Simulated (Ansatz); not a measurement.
**W2N monolayer: the cell at rest**

Aim: bring W2N monolayer to small forces and stress, as phonons need.

Calculated with Ansatz 0.2.0; DFT PBEsol, scalar-relativistic, plane waves, PAW; PAW set soft_1.

### 1. The starting structure

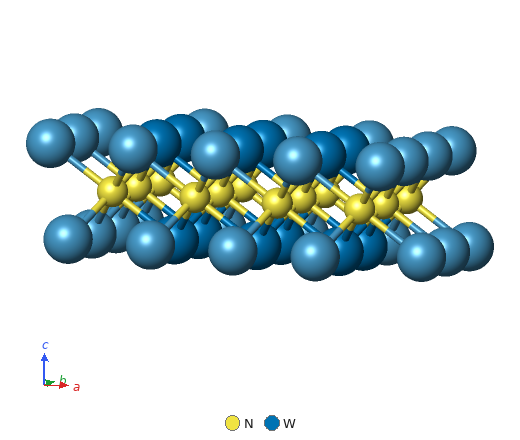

The cell as given, slightly off an axis (nitrogen yellow, tungsten blue). 3×2×1 cells are drawn. Some periodic images of atoms are drawn too.

The cell holds 3 atoms: 1 N and 2 W. Cell: a = 2.900 Å, b = 2.900 Å, c = 20.000 Å, α = 90.0°, β = 90.0°, γ = 120.0°. It derives from W2N. Vacuum lies along c.

### 2. A coarse first look

First a cheap look: the gap decides the mesh and the occupations, the pressure tells how far the cell has to move.

The program solves this slab on a cell height of its own, 28.6 Å, in place of the one typed.

input.yaml

```yaml
crystal:
  lattice:
    - [2.9, 0.0, 0.0]
    - [-1.45, 2.51147, 0.0]
    - [0.0, 0.0, 20.0]
  atoms:
    - { symbol: "N", position: [0.0, 0.0, 0.5] }
    - { symbol: W, position: [0.333333, 0.666667, 0.56] }
    - { symbol: W, position: [0.666667, 0.333333, 0.44] }
  periodic: [true, true, false]
kpoints:
  mp_grid: { grid: [9, 9, 1] }
hamiltonian:
  xc: pbesol
  pseudopotentials: { kind: paw, azcp: { folder: soft_1 }, xc_functional: pbe }
scf:
  occupations: { method: gaussian, width: 0.1 }
output:
  forces: true
  stress: true
  eigenvalues: true
```

On the command line:

```sh
$ ansatz run input.yaml --threads 4 --pin off --max-ram 16384MiB --backend cpu --events-out ev --progress --plain --runs-dir out
```

Numbers of over 12 decimals in the logs are rounded to 6 here.

Output:

```text
[...]
--- Band table (eV; the first three rows and the last of 12) ---
  k-point 0: bands = [... 13 lower, -7.1554, -6.9353, -6.9353, -6.6588, -4.9282, -4.9282, -4.7794, -4.1873]
  k-point 1: bands = [... 13 lower, -7.7050, -7.1770, -6.7102, -6.5744, -5.2716, -5.1288, -4.4930, -3.6933]
  k-point 2: bands = [... 13 lower, -7.8918, -7.6534, -5.9790, -5.6644, -5.1550, -4.7103, -4.3169, -3.2064]
  k-point 11: bands = [... 13 lower, -7.5238, -7.5238, -6.2151, -4.2622, -4.2622, -3.2599, -3.2599, -0.7471]
[key lines of the parts left out:]
SCF converged after 9 iterations
Free energy (F): -20890.427711 eV
Fermi energy:    -5.261880 eV
P = ½ c Tr σ = -1.3182 N/m
```

Run time: 2 s. Hardware: 4 threads of Arm Neoverse V1, shared host; peak memory 0.47 GiB.

This run has no spin polarisation although its electron count is odd.

Numbers from this step:

```yaml
gap_on_the_k_mesh: 0 eV
area_per_atom: 2.428 Å²
```

The coarse mesh shows no gap.

### 3. Rough relaxation

A rough relaxation comes first, because large forces or stress need no tight tolerances yet.

The program solves this slab on a cell height of its own, 28.6 Å, in place of the one typed.

Edit input.yaml of step 2 so:

```diff
@@ -21 +21,6 @@
   eigenvalues: true
+relax:
+  adjacent_minimum: "off"
+  f_tol: 0.05
+  max_steps: 80
+  cell: { stress_2d_tol: 0.02 }
```

Output:

```text
[...]
Crystal: 3 atoms, lattice volume = 208.301 Å³
Basis set: ecut = 420 eV, 4067 PW (Γ), exchange–correlation on 40×40×384 points (8 copies of the dense FFT grid, shifted against one another)
Bands: 21, of which v1, the nominal top of the filled ones, is band 17 counted from 1 (16 counted from 0)
Symmetry: 12 space group operations
[...]
F+E_penalty+E_count = -20890.93675727 eV   max|allowed force component| = 4.622e-5 eV/Å   (the final SCF, on the basis selected at the relaxed cell)
  cell:  # Å, volume = 188.8296 Å³
    - [2.761129, 0, 0]
    - [-1.380565, 2.391208, 0]
    - [0, 0, 28.6]
  atoms:
    - { symbol: N, position: [0, 0, 0.349650] }
    - { symbol: W, position: [0.333333, 0.666667, 0.399686] }
    - { symbol: W, position: [0.666667, 0.333333, 0.299615] }
[key lines of the parts left out:]
SCF converged after 5 iterations
Free energy (F): -20890.936757 eV
Fermi energy:    -5.475957 eV
P = ½ c Tr σ = -0.0005 N/m
```

Wall time 11 s (4 threads); peak memory 0.47 GiB.

The steps of the relaxation:

```tsv
step	energy less that of the first step (eV)	largest force component (eV/Å)	volume (Å³)
1	0.0000	2.1049	208.30
2	-0.4468	1.0352	191.65
3	-0.4899	0.5601	189.83
4	-0.5101	0.0154	187.38
5	-0.5116	0.0321	189.38
6	-0.5120	0.0015	188.90
7*	-0.5090	0.0019	188.90
8	-0.5091	0.0000	188.83
9*	-0.5090	0.0000	188.83
```

Relaxation steps marked * repeat the geometry before them on a plane-wave basis chosen anew for their cell, so energy and pressure can jump there.

The run keeps the 12 symmetry operations that it works with, so distortions that break them were not tested.

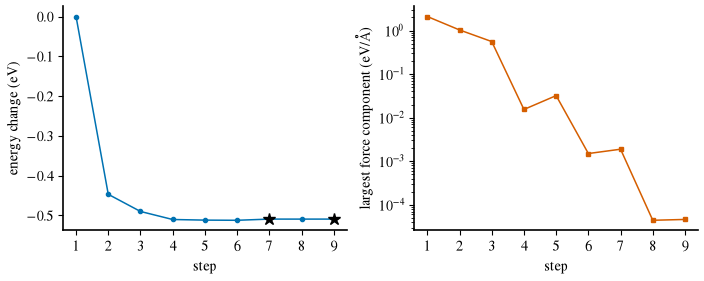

Energy and largest force along the relaxation. Stars mark steps on a basis chosen anew.

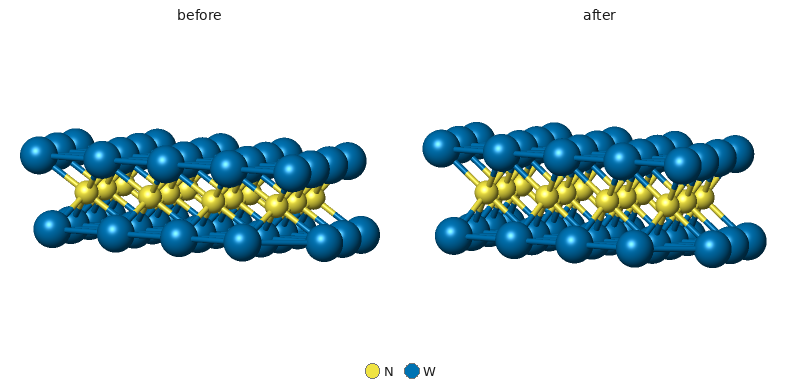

Before and after, at one scale.

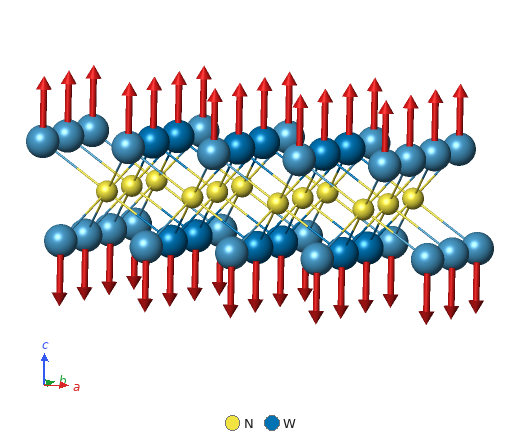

Displacements in the relaxation, exaggerated, measured against the changing cell; the longest in the cell stands for 0.23 Å. 3×2×1 cells are drawn. Some periodic images of atoms are drawn too.

```tsv
cell as run	before	after	change
a (Å)	2.900	2.761	-4.8 %
b (Å)	2.900	2.761	-4.8 %
```

The atoms that moved most (Å, along periodic axes as changes of fractional coordinates times the final cell, across vacuum about the mean position):

```tsv
atom	dx	dy	dz	length
W2	0.000	0.000	0.231	0.231
W3	0.000	0.000	-0.231	0.231
```

The relaxed structure:

```xyz
3
Lattice="2.7611 0.0000 0.0000 -1.3806 2.3912 0.0000 0.0000 0.0000 28.6000" Properties=species:S:1:pos:R:3
N     0.0000    0.0000   10.0000
W     0.0000    1.5941   11.4310
W     1.3806    0.7971    8.5690
```

Numbers from this step:

```
area per atom : 2.201 Å²
```

The relaxation ends with a largest force component of 4.6e-5 eV/Å.

### 4. Bringing the structure to rest

Harmonic phonons are second derivatives at a point where the forces vanish, and they are wanted at zero stress, so atoms and cell are relaxed first.

input.yaml

```yaml
crystal:
  lattice:
    - [2.7611293106, 0.0, 0.0]
    - [-1.3805646553, 2.3912081261, 0.0]
    - [0.0, 0.0, 28.6]
  atoms:
    - { symbol: "N", position: [0.0, 0.0, 0.3496503497] }
    - { symbol: W, position: [0.3333333333, 0.6666666667, 0.3996857269] }
    - { symbol: W, position: [0.6666666667, 0.3333333333, 0.2996149724] }
  periodic: [true, true, false]
kpoints:
  mp_grid: { grid: [18, 18, 1] }
hamiltonian:
  xc: pbesol
  pseudopotentials: { kind: paw, azcp: { folder: soft_1 }, xc_functional: pbe }
scf:
  occupations: { method: gaussian, width: 0.1 }
output:
  forces: true
  stress: true
  eigenvalues: true
  write_density: true
  write_potential: true
  elf: true
  volumetric_format: npy
relax:
  adjacent_minimum: "off"
  f_tol: 0.005
  max_steps: 80
  cell: { stress_2d_tol: 0.02 }
```

Output:

```text
[...]
Crystal: 3 atoms, lattice volume = 188.830 Å³
Basis set: ecut = 420 eV, 3677 PW (Γ), exchange–correlation on 40×40×384 points (8 copies of the dense FFT grid, shifted against one another)
Bands: 21, of which v1, the nominal top of the filled ones, is band 17 counted from 1 (16 counted from 0)
[... 1 set-up line as in the run before ...]
[...]
k-points: 37 of 324
[...]
SCF iter   1: F=—  HF=-20892.718038 eV  |F-HF|=—  |Δ(HF+E_count)|=         —  Δρ=5.31e-2  dr2=7.23e0  ethr=3.10e-3  ⟨swp⟩=12.7  Hψ=6737  notcnv=0
[...]
SCF iter  11: F=-20890.924504 eV  HF=-20890.924504 eV  |F-HF|=2.62e-10  |Δ(HF+E_count)|=   3.40e-9  Δρ=1.52e-7  dr2=4.24e-11  ethr=1.70e-12  ⟨swp⟩=11.1  Hψ=6995  notcnv=0
SCF 1 converged in 11 iterations: F = -20890.924504 eV  dr2 = 4.24e-11
[...]
relax step   1: F+E_penalty+E_count = -20890.92450366 eV  Δ(F+E_penalty+E_count) = +0.000e0 eV  max|allowed force component| = 5.065e-2 eV/Å  Δτ_max = 0.0000 Å  P = -0.140 N/m  Ω = 188.830 Å³  fix = [c, alpha, beta]  reactions: c +0.000 N/m  (11 SCF iters, dr2 threshold 1.00e-7 eV, accepted)
Crystal: 3 atoms, lattice volume = 188.301 Å³
[...]
SCF iter   5: F=-20890.925011 eV  HF=-20890.925011 eV  |F-HF|=9.82e-9  |Δ(HF+E_count)|=   8.01e-8  Δρ=3.15e-6  dr2=2.67e-8  ethr=4.86e-10  ⟨swp⟩=22.6  Hψ=9579  notcnv=0
SCF 2 converged in 5 iterations: F = -20890.925011 eV  dr2 = 2.67e-8
relax step   2: F+E_penalty+E_count = -20890.92501057 eV  Δ(F+E_penalty+E_count) = -5.069e-4 eV  max|allowed force component| = 2.951e-2 eV/Å  Δτ_max = 0.0048 Å  P = +0.180 N/m  Ω = 188.301 Å³  energy of the carried Pulay correction = +1.413e-4 eV  fix = [c, alpha, beta]  reactions: c +0.000 N/m  (5 SCF iters, dr2 threshold 1.60e-7 eV, accepted)
Crystal: 3 atoms, lattice volume = 188.455 Å³
[...]
SCF iter   5: F=-20890.924858 eV  HF=-20890.924858 eV  |F-HF|=2.07e-8  |Δ(HF+E_count)|=   1.62e-7  Δρ=1.85e-6  dr2=5.65e-9  ethr=1.65e-10  ⟨swp⟩=21.6  Hψ=9389  notcnv=0
SCF 3 converged in 5 iterations: F = -20890.924858 eV  dr2 = 5.65e-9
relax step   3: F+E_penalty+E_count = -20890.92485767 eV  Δ(F+E_penalty+E_count) = +1.529e-4 eV  max|allowed force component| = 4.741e-2 eV/Å  Δτ_max = 0.0043 Å  P = -0.381 N/m  Ω = 188.455 Å³  energy of the carried Pulay correction = +9.999e-5 eV  fix = [c, alpha, beta]  (5 SCF iters, dr2 threshold 5.44e-8 eV, rejected (line search))
[...]
relax step   4: F+E_penalty+E_count = -20890.92506648 eV  Δ(F+E_penalty+E_count) = -5.591e-5 eV  max|allowed force component| = 3.896e-6 eV/Å  Δτ_max = 0.0019 Å  P = +0.000 N/m  Ω = 188.317 Å³  energy of the carried Pulay correction = +1.369e-4 eV  fix = [c, alpha, beta]  reactions: c +0.000 N/m  (8 SCF iters, accepted)
[...]
SCF iter   5: F=-20890.924937 eV  HF=-20890.924937 eV  |F-HF|=7.64e-11  |Δ(HF+E_count)|=  1.46e-11  Δρ=1.87e-8  dr2=2.22e-12  ethr=1.00e-12  ⟨swp⟩=15.3  Hψ=6897  notcnv=0
SCF 5 converged in 5 iterations: F = -20890.924937 eV  dr2 = 2.22e-12
relax step   5: F+E_penalty+E_count = -20890.92493735 eV  Δ(F+E_penalty+E_count) = +1.291e-4 eV  max|allowed force component| = 6.406e-7 eV/Å  Δτ_max = 0.0000 Å  P = -0.003 N/m  Ω = 188.317 Å³  fix = [c, alpha, beta]  reactions: c -0.000 N/m  stress off target by 2.77e-3 N/m on what of the cell is left free  SCF on the basis re-selected at this cell (its energy is not comparable with the rows above)  (5 SCF iters)
[...]
SCF converged after 5 iterations
Free energy (F): -20890.924937 eV
[...]
Internal energy: -20890.914621 eV  (E = F + TS)
E sigma→0 (E₀):  -20890.919779 eV
Entropy (-TS):   -0.010316 eV (-3.439 meV/atom)
Fermi energy:    -5.418845 eV
[...]
--- 2D stress c σ (N/m, compression-positive) ---
       -0.002767       0.000000       0.000000
        0.000000      -0.002767      -0.000000
        0.000000      -0.000000      -0.000000
  P = ½ c Tr σ = -0.0028 N/m
--- Band table (eV; the first three rows and the last of 37) ---
  k-point 0: bands = [... 13 lower, -6.8731, -6.7059, -6.5408, -6.4912, -6.4912, -4.7087, -4.7087, -3.7260]
  k-point 1: bands = [... 13 lower, -7.1082, -6.7779, -6.7272, -6.3670, -6.1509, -4.8681, -4.7476, -3.6384]
  k-point 2: bands = [... 13 lower, -7.7142, -6.9342, -6.5994, -5.9990, -5.9358, -5.1088, -4.7592, -3.4801]
  k-point 36: bands = [... 13 lower, -7.0629, -7.0629, -6.7935, -4.7212, -4.7212, -3.0506, -3.0506, -2.2081]
--- Relaxed structure (4 steps of the walk, 3 accepted, 1 SCFs on fresh bases) ---
[...]
cell:  # Å, volume = 188.3174 Å³
    - [2.757382, 0.0, 0]
    - [-1.378691, 2.387963, 0]
    - [0, 0, 28.6]
  atoms:
    - { symbol: N, position: [0, 0.0, 0.349650] }
    - { symbol: W, position: [0.333333, 0.666667, 0.399921] }
    - { symbol: W, position: [0.666667, 0.333333, 0.299380] }
```

The job ended after 16 s (4 threads; peak memory 0.55 GiB; 59 s of CPU time).

Step by step:

```tsv
step	energy less that of the first step (eV)	largest force component (eV/Å)	volume (Å³)
1	0.0000	0.0507	188.83
2	-0.0005	0.0295	188.30
3	-0.0004	0.0474	188.46
4	-0.0006	0.0000	188.32
5*	-0.0004	0.0000	188.32
```

Relaxation steps marked * repeat the geometry before them on a plane-wave basis chosen anew for their cell, so energy and pressure can jump there. Relaxation step 3 was tried and not accepted.

Forces are held to the 12 operations that the run works with; a distortion that breaks them can't arise in this run.

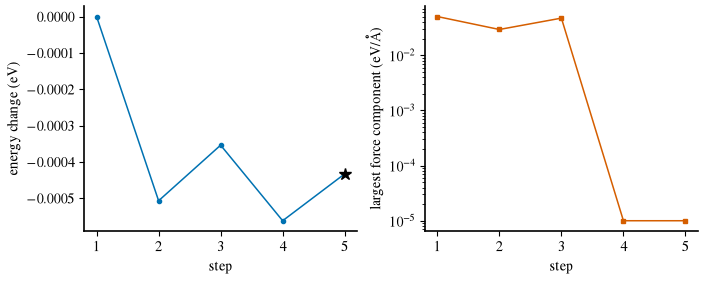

Energy and largest force along the relaxation. Stars mark steps on a basis chosen anew.

```tsv
cell as run	before	after	change
a (Å)	2.761	2.757	-0.1 %
b (Å)	2.761	2.757	-0.1 %
```

The relaxed structure:

```
N W
1.0
     2.75738    0.00000    0.00000
    -1.37869    2.38796    0.00000
     0.00000    0.00000   28.60000
N W
1 2
Direct
  0.00000 0.00000 0.34965
  0.33333 0.66667 0.39992
  0.66667 0.33333 0.29938
```

Numbers from this step:

- area per atom: 2.195 Å²

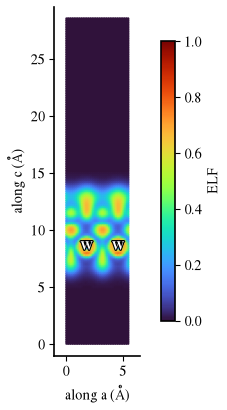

ELF in the ac plane at fractional y = 0.333, with atoms of W within 0.2 Å of it. It is the smooth field of the valence electrons, not physical close to the nuclei.

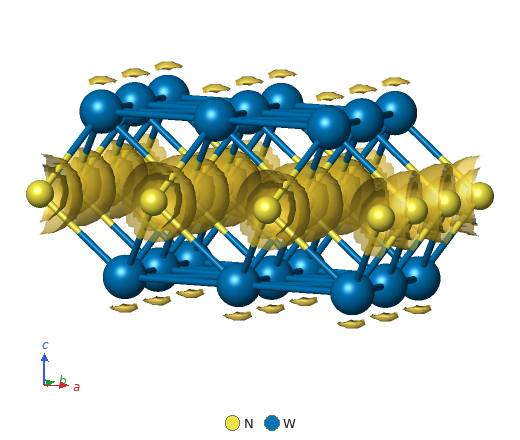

Surface of ELF = 0.73. 3×3×1 cells are drawn.

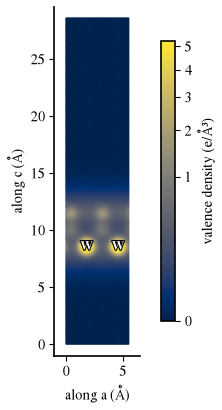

Valence density in the ac plane at fractional y = 0.333, with atoms of W within 0.2 Å of it. It is the smooth field of the valence electrons, not physical close to the nuclei. The colour scale is stretched toward low values.

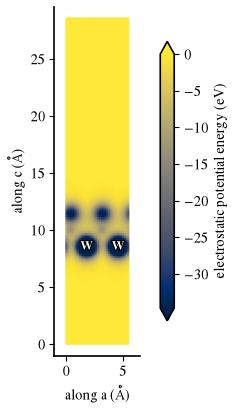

Electrostatic potential energy in the ac plane at fractional y = 0.333, with atoms of W within 0.2 Å of it. With pseudopotentials it is smooth inside the atoms' cores, unlike the true potential.

### 5. Relaxing to small forces for the phonons

Phonons need a cell at rest on their own settings, so the relaxation is repeated with tight tolerances on forces and stress, using the mesh and the filling of the phonon run that follows.

input.yaml, the sections that differ from step 4:

```yaml
crystal:
  lattice:
    - [2.7573816584, 0.0, 0.0]
    - [-1.3786908292, 2.3879625641, 0.0]
    - [0.0, 0.0, 28.6]
  atoms:
    - { symbol: "N", position: [0.0, 0.0, 0.3496503497] }
    - { symbol: W, position: [0.3333333333, 0.6666666667, 0.3999211966] }
    - { symbol: W, position: [0.6666666667, 0.3333333333, 0.2993795028] }
  periodic: [true, true, false]
scf:
  occupations: { method: methfessel_paxton, width: 0.2 }
relax:
  adjacent_minimum: "off"
  f_tol: 0.001
  max_steps: 60
  cell: { stress_2d_tol: 0.002 }
# kpoints, hamiltonian, output: as in step 4
```

Output:

```text
[...]
Crystal: 3 atoms, lattice volume = 188.317 Å³
Basis set: ecut = 420 eV, 3677 PW (Γ), exchange–correlation on 40×40×384 points (8 copies of the dense FFT grid, shifted against one another)
Bands: 21, of which v1, the nominal top of the filled ones, is band 17 counted from 1 (16 counted from 0)
[... 1 set-up line as in the run before ...]
[...]
k-points: 37 of 324
[...]
k-point 36: bands = [... 13 lower, -7.0584, -7.0584, -6.7900, -4.7186, -4.7186, -3.0445, -3.0445, -2.2050]
--- Relaxed structure (4 steps of the walk, 4 accepted, 1 SCFs on fresh bases) ---
[...]
cell:  # Å, volume = 188.2659 Å³
    - [2.757005, 0.0, 0]
    - [-1.378502, 2.387636, 0]
    - [0, 0, 28.6]
  atoms:
    - { symbol: N, position: [0, 0, 0.3496503497] }
    - { symbol: W, position: [0.333333, 0.666667, 0.399931] }
    - { symbol: W, position: [0.666667, 0.333333, 0.299370] }
[key lines of the parts left out:]
SCF converged after 6 iterations
Free energy (F): -20890.919399 eV
Fermi energy:    -5.413464 eV
P = ½ c Tr σ = 0.0003 N/m
```

The job ended after 14 s (4 threads; peak memory 0.54 GiB).

Little changed from the start: no atom moved by 0.005 Å and no cell edge by 0.1 %.

Numbers from this step:

| Property | Result |
| --- | --- |
| area per atom | 2.194 Å² |

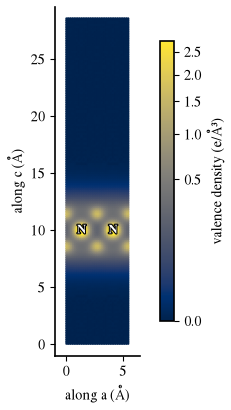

Valence density in the ac plane at fractional y = 0.000, with atoms of N within 0.2 Å of it. It is the smooth field of the valence electrons, not physical close to the nuclei. The map starts off the cell's origin, so that atoms lie inside it. The colour scale is stretched toward low values.

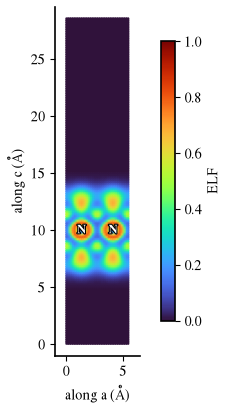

ELF in the ac plane at fractional y = 0.000, with atoms of N within 0.2 Å of it. It is the smooth field of the valence electrons, not physical close to the nuclei. The map starts off the cell's origin, so that atoms lie inside it.

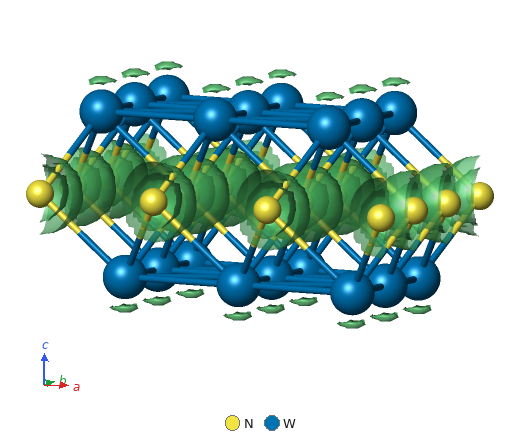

Surface of ELF = 0.73. 3×3×1 cells are drawn.

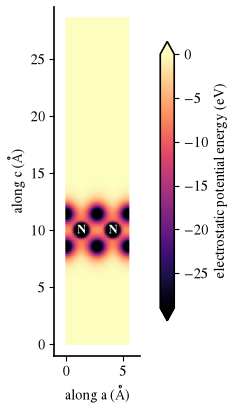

Electrostatic potential energy in the ac plane at fractional y = 0.000, with atoms of N within 0.2 Å of it. With pseudopotentials it is smooth inside the atoms' cores, unlike the true potential. The map starts off the cell's origin, so that atoms lie inside it.

The largest force component left is 0.46 meV/Å, within the tolerances set.

### 6. Outcome

| Item | Value |
| --- | --- |
| space group after relaxation (within 0.01 Å) | P-3m1 |
| lattice constant a | 2.757 Å |
| lattice constant b | 2.757 Å |
| area per atom | 2.19 Å² |

What this shows: The largest force component left is 0.46 meV/Å, within the tolerances set. The relaxation keeps the symmetry of its start, so it says nothing on stability against lower symmetry. The runs are without spin polarisation, although the cell has an odd electron count. Spin-orbit coupling is left out, which can matter for the heavy elements here. The PAW files were made for PBE and serve the other functionals too. The starting cell was built on a prototype and not taken from a measurement.

[Logs are printed without paths, hosts, clocks, repeated set-up lines and the standing remarks that a program may print on its own settings, such as how far it seeks lower states.]

[Hosts, paths, dates, database ids (printed as entryN), source tags and the programs' standing remarks are cut or masked in the printed files.]
